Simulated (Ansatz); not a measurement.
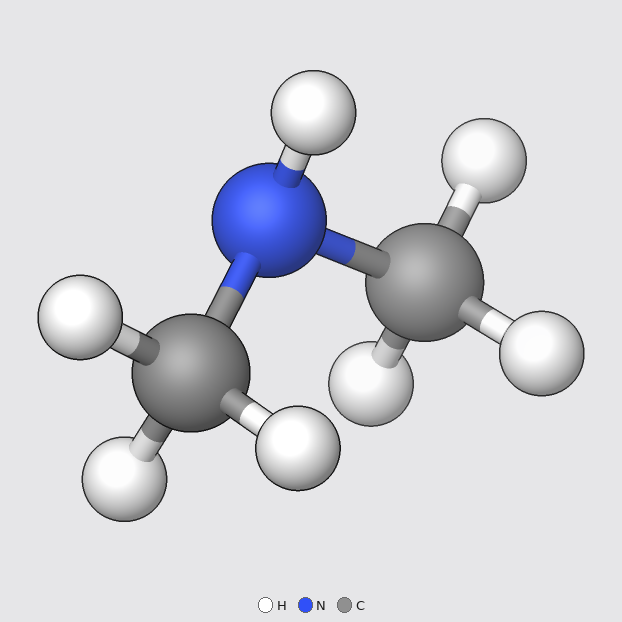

A ball-and-stick model of a molecule.

Computed geometry: PBE0-D4/def2-TZVP optimisation.

Identify the structure.

The molecule is C₂H₇N. This geometry has Cs symmetry. Coordination: 1 N trigonal pyramidal; 2 C tetrahedral.

More results for the same structure follow; atom numbers are the same in all pictures, views and colours differ.

**Thermal motion**

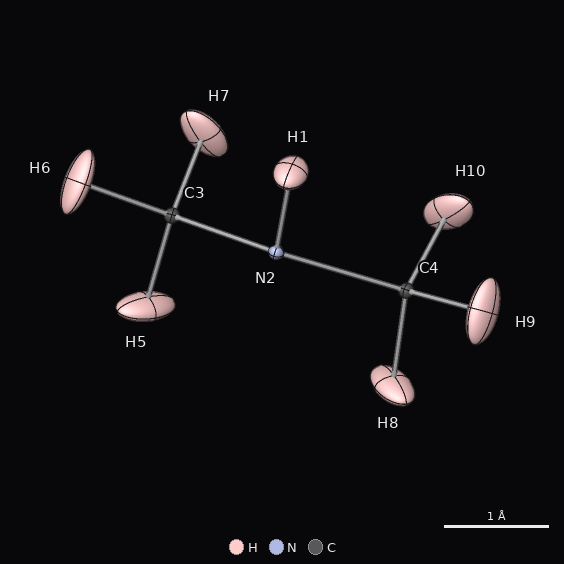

Displacement ellipsoids at the 50 % level, from the internal vibrations of the free molecule (harmonic, no overall translation or rotation; no half-axis is drawn under 0.075 Å). Vibrations computed with RKS PBE0-D4/def2-TZVP (Ansatz 0.2.0). Temperature: 298 K.

Which atom moves most?

Answer. H6, H9, with U_eq = 0.0224 Å².

Does H8 move more along its bond or across it?

Answer. Across it: the root-mean-square amplitude is 0.075 Å along the bond and up to 0.211 Å across, since bending and torsion are softer than stretching.

Give the displacement parameters, one line for each set of equivalent atoms.

```tsv
atom	U_eq (Å²)	rms amplitudes (Å)
H1	0.0127	0.075, 0.107, 0.145
N2	0.0012	0.024, 0.035, 0.040
C3, C4	0.00089	0.023, 0.026, 0.038
H5, H8	0.0217	0.075, 0.122, 0.211
H6, H9	0.0224	0.079, 0.120, 0.216
H7, H10	0.0213	0.076, 0.126, 0.205
```

**Dipole moment**

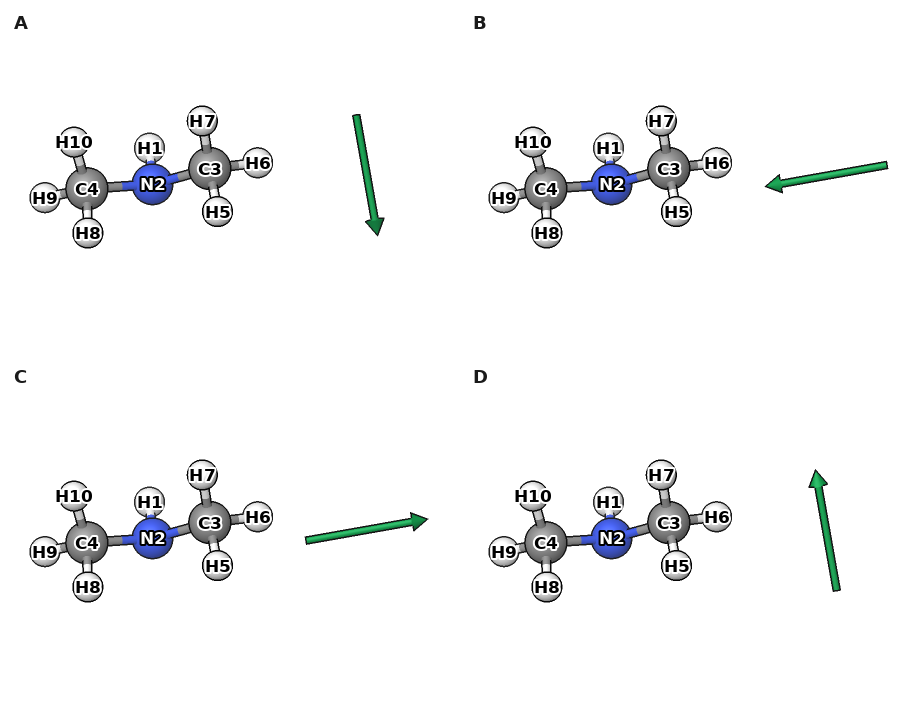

The same molecule four times, each with an arrow. Level of theory: RKS PBE0-D4/def2-TZVP (Ansatz 0.2.0).

Which arrow points along the dipole moment, from the negative to the positive end?

Answer. D. The dipole moment is 0.96 D; it points from the side of H5, H8 to the side of H7, H10 (the outermost atoms at the two ends).

**Charges**

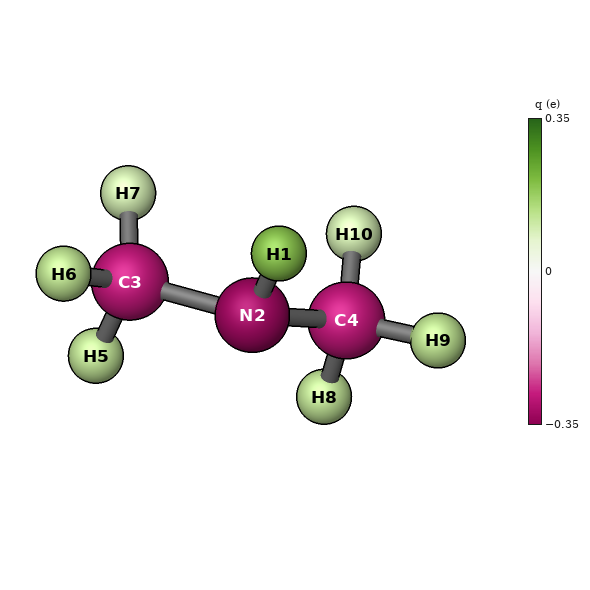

Atoms are coloured by their Mulliken charges. Level of theory: RKS PBE0-D4/def2-TZVP (Ansatz 0.2.0).

List the Mulliken charges.

```tsv
atom	value (e)
H1	0.20
N2	−0.32
C3	−0.28
C4	−0.28
H5	0.12
H6	0.13
H7	0.10
H8	0.12
H9	0.13
H10	0.10
```

Mulliken values depend strongly on the basis set and can even reverse the polarity of a bond.
